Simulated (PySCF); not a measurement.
# SnH3O (SMILES [OH][SnH2]) at UMP2/SBKJC (density fitting with def2-universal-jkfit, core potential)

What is the vertical ionisation energy of SnH3O at UMP2/SBKJC (density fitting with def2-universal-jkfit, core potential)? Input form: a Python script.

The calculation is run with PySCF 2.14.0.

3 further runs of the same task are left out: 1 that didn't finish, 2 set aside as unsound or not needed.

## Step 1: The molecule

The species is SnH3O (5 atoms), meant as a doublet with charge 0. SMILES: `[OH][SnH2]`. Geometry: relaxed at PBE0-D4/def2-TZVP. This is one conformer, not always the lowest.

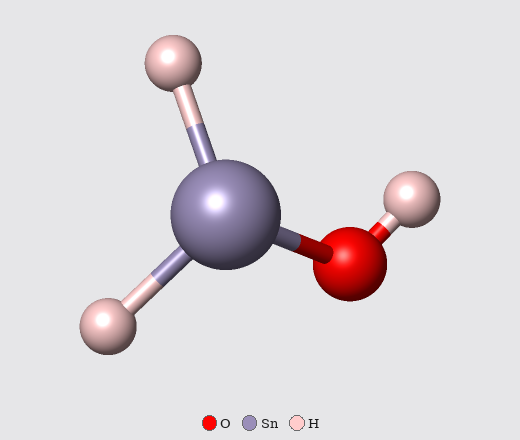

Viewed from a chosen angle; oxygen red, tin purple, hydrogen pink.

## Step 2: The energy at UMP2/SBKJC (density fitting with def2-universal-jkfit, core potential)

Contents of job.py:

```python
# [OH][SnH2]
from pyscf import gto, mp

molecule = gto.M(
    atom='''
O    0.707400  -0.732900   0.861900
Sn   0.104500   0.308800  -0.705500
H    0.368600  -1.631300   0.873200
H   -1.606800   0.061300  -0.845900
H    0.476300   1.920400  -0.224900
''',
    spin=1,
    ecp={'O': 'sbkjc', 'Sn': 'sbkjc'},
    max_memory=1860,
    verbose=4,
    basis='sbkjc',
    symmetry=True,
)

hf = molecule.UHF()
hf = hf.density_fit(auxbasis='def2-universal-jkfit')
hf = hf.newton()
hf.kernel()

pt = mp.MP2(hf).run()
energy = pt.e_tot
print('Final energy', energy)
dip = hf.dip_moment()
pop, q = hf.mulliken_pop()
```

Run with:

```sh
$ OMP_NUM_THREADS=1 python job.py
```

The log of the run:

```text
PySCF version 2.14.0

[... 70 lines left out ...]
converged SCF energy = -20.6448024297313  <S^2> = 0.75322546  2S+1 = 2.0032229
[... 1 line left out ...]
******** <class 'pyscf.mp.dfump2.DFUMP2'> ********
nocc = (np.int64(7), np.int64(6)), nmo = (22, 22)
E(DFUMP2) = -20.7985702405585  E_corr = -0.153767810827193
E(SCS-DFUMP2) = -20.80055634536  E_corr = -0.155753915628649
E_corr(same-spin) = -0.0331932200353639
E_corr(oppo-spin) = -0.120574590791829
Final energy -20.798570240558544
Dipole moment(X, Y, Z, Debye): -1.37002, -0.42828, -2.71101
 ** Mulliken pop       alpha | beta **
pop of  0 O 2s        0.69742 | 0.69212
pop of  0 O 3s        0.23897 | 0.24285
pop of  0 O 2px       0.64685 | 0.64301
[... 19 lines of this table left out ...]
In total             7.00000 | 6.00000
 ** Mulliken atomic charges   ( Nelec_alpha | Nelec_beta ) **
charge of  0O =     -0.90651  (     3.47645      3.43005 )
charge of  1Sn =      0.85094  (     1.97912      1.16994 )
charge of  2H =      0.37027  (     0.31095      0.31878 )
charge of  3H =     -0.17137  (     0.63052      0.54084 )
charge of  4H =     -0.14334  (     0.60295      0.54039 )
```

Wall time 0.82 s (1 thread of Arm Neoverse V2, shared host); peak memory 0.12 GiB.

## Step 3: The singlet cation at the same level

Contents of job.py:

```python
from pyscf import gto, mp

mol = gto.M(
    atom='''
O      0.707400    -0.732900     0.861900
Sn     0.104500     0.308800    -0.705500
H      0.368600    -1.631300     0.873200
H     -1.606800     0.061300    -0.845900
H      0.476300     1.920400    -0.224900
''',
    spin=0,
    basis='sbkjc',
    max_memory=1860,
    symmetry=True,
    charge=1,
    ecp={'O': 'sbkjc', 'Sn': 'sbkjc'},
    verbose=4,
)

calc0 = mol.RHF()
calc0 = calc0.density_fit(auxbasis='def2-universal-jkfit')
calc0.kernel()
if not calc0.converged:
    calc0 = calc0.newton().run(calc0.mo_coeff, calc0.mo_occ)

pt = mp.MP2(calc0).run()
e_final = pt.e_tot
print('E = %.10f Eh' % e_final)
dip = calc0.dip_moment()
pop, q = calc0.mulliken_pop()
```

Run with:

```sh
$ OMP_NUM_THREADS=1 python job.py
```

The log of the run:

```text
PySCF version 2.14.0

[... 68 lines left out ...]
converged SCF energy = -20.3344825252114
[... 9 lines left out ...]
WARN: System has nonzero charge 1; the dipole moment is origin-dependent.
Location of origin: [0. 0. 0.]

Dipole moment(X, Y, Z, Debye): -0.42866,  0.28169, -6.29525
 ** Mulliken pop  **
pop of  0 O 2s            1.40655
pop of  0 O 3s            0.47808
pop of  0 O 2px           1.32664
pop of  0 O 2py           1.11803
pop of  0 O 2pz           1.07383
pop of  0 O 3px           0.54325
pop of  0 O 3py           0.35159
pop of  0 O 3pz           0.49822
pop of  1 Sn 5s           1.29569
pop of  1 Sn 6s          -0.02208
pop of  1 Sn 5px          0.61376
pop of  1 Sn 5py          0.67581
pop of  1 Sn 5pz          0.20107
pop of  1 Sn 6px         -0.03628
pop of  1 Sn 6py         -0.04043
pop of  1 Sn 6pz         -0.01266
pop of  2 H 1s            0.42692
pop of  2 H 2s            0.13758
pop of  3 H 1s            0.34840
pop of  3 H 2s            0.64607
pop of  4 H 1s            0.34992
pop of  4 H 2s            0.62002
 ** Mulliken atomic charges  **
charge of    0O =     -0.79621
charge of    1Sn =      1.32511
charge of    2H =      0.43550
charge of    3H =      0.00553
charge of    4H =      0.03005
```

It took 0.68 s on 1 thread of Arm Neoverse V2, shared host; peak memory 0.12 GiB.

## Step 4: Summary of results

Level: UMP2/SBKJC (density fitting with def2-universal-jkfit, core potential).

| quantity | value |
| --- | --- |
| doublet SnH3O: total energy | -20.79857 Eh |
| doublet SnH3O: dipole moment (Hartree–Fock density) | 3.07 D |
| doublet SnH3O: HOMO energy (Hartree–Fock orbitals) (highest over α and β) | -8.87 eV |
| doublet SnH3O: LUMO energy (Hartree–Fock orbitals) (lowest over α and β) | -0.08 eV |
| doublet SnH3O: correlation energy | -153.8 mEh |
| doublet SnH3O: ⟨S²⟩ of the reference determinant | 0.753 |
| singlet cation: total energy | -20.50384 Eh |
| singlet cation: HOMO energy (Hartree–Fock orbitals) | -18.54 eV |
| singlet cation: LUMO energy (Hartree–Fock orbitals) | -7.99 eV |
| singlet cation: HOMO–LUMO gap (Hartree–Fock orbitals) | 10.55 eV |
| singlet cation: correlation energy | -169.4 mEh |
| vertical ionisation energy (to the singlet cation) | 8.020 eV |

What this shows: Removing an electron at fixed nuclei costs 8.02 eV (185 kcal/mol). Only the singlet of the ionised species was computed; a triplet could lie lower. Mulliken charges (singlet cation) of the mean-field density run from -0.80 on O1 to +1.33 on Sn2; they depend strongly on the basis.
